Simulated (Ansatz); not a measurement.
# WS2: response to strain

Consider WS$_{2}$ (space group P6_3/mmc, No. 194; a = 3.1541 Å, c = 12.1408 Å; layered, stacked along the Cartesian z axis). Axes: x lies along a and z along c of the hexagonal cell.

Strains are applied to the cell and any free atomic positions relax.

Level of theory: PBE-D3(BJ) (Ansatz, a quantum-chemistry and plane-wave program, PAW, scalar-relativistic without spin-orbit coupling).

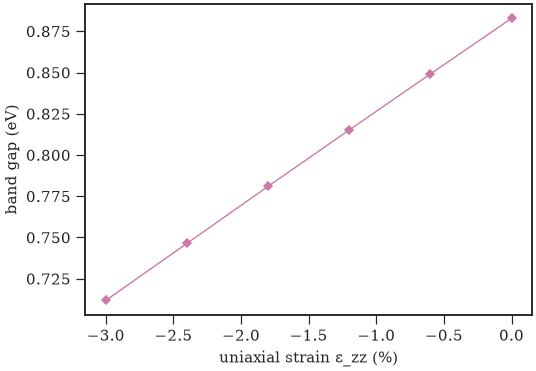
Band gap against uniaxial strain ε_zz

```json
[
 {"uniaxial strain ε_zz (%)": "-3", "band gap": "0.71 eV"},
 {"uniaxial strain ε_zz (%)": "-2.4", "band gap": "0.75 eV"},
 {"uniaxial strain ε_zz (%)": "-1.8", "band gap": "0.78 eV"},
 {"uniaxial strain ε_zz (%)": "-1.2", "band gap": "0.82 eV"},
 {"uniaxial strain ε_zz (%)": "-0.6", "band gap": "0.85 eV"}
]
```

With W present, leaving out spin-orbit coupling can change the band edges. Whether these cells are dynamically stable was not tested.
